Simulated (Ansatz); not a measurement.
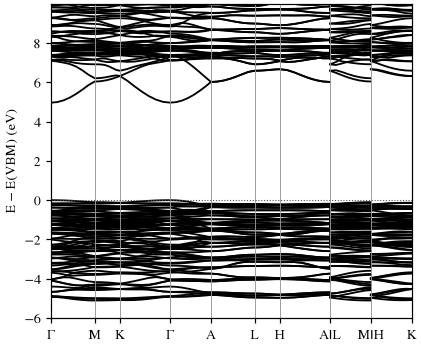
*Band structure from DFT-r²SCAN in the program Ansatz with PAW potentials*

**Question.** Read off the gap and where the band edges lie.

**Answer.** About 5.0 eV (4.97 eV by a search for the band edges); maximum at Γ, minimum at Γ.

The material is CaAl2O4 in space group P6_3 (No. 173; Pearson symbol hP42).

The workflow started from a Materials Project entry (that database holds measured and hypothetical structures alike); the Crystallography Open Database copy checked does not list it. COD files the formula under space group No. 14, so this cell is another polymorph or a model. Whether it is the stable phase at ambient conditions was not checked. Symmetry was held in the r²SCAN relaxation; whether a distortion lowers the energy is not shown.

Potentials: the earlier of the program's two PAW sets.
